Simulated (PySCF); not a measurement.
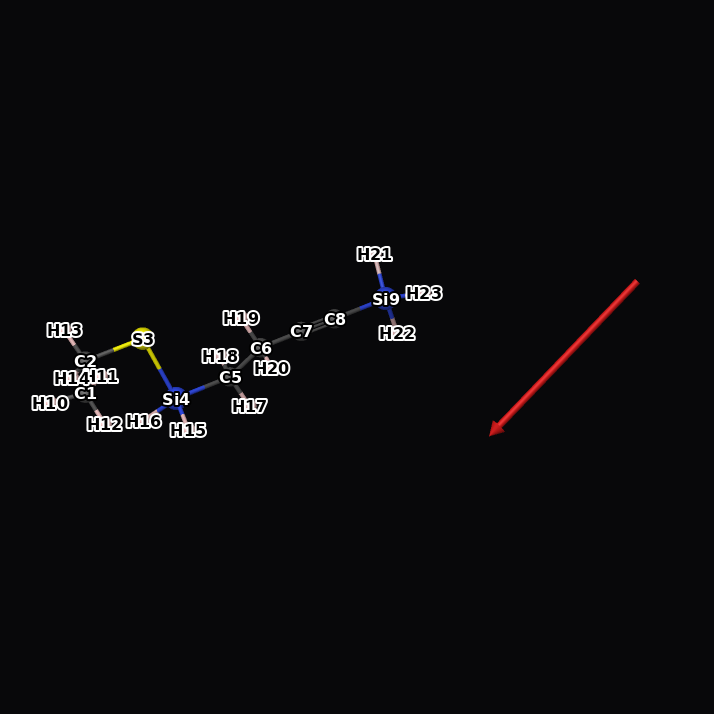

The arrow beside the molecule shows the direction of the dipole moment, from the negative to the positive end (its length means nothing). The computed structure is the end point of a GFN2-xTB optimisation. No frequency run is at hand to confirm it as a minimum. Properties computed with PBE0/pcSseg-1, gas phase (PySCF 2.14.0).

Estimate the dipole moment.

Answer. 2.28 D; it points from the side of H21, H23 to the side of H10 (the outermost atoms at the two ends).

The geometry is semi-empirical. Around Si such bond lengths and angles can be off by a tenth of an ångström or more and by several degrees, and values that hang on the shape move with them.
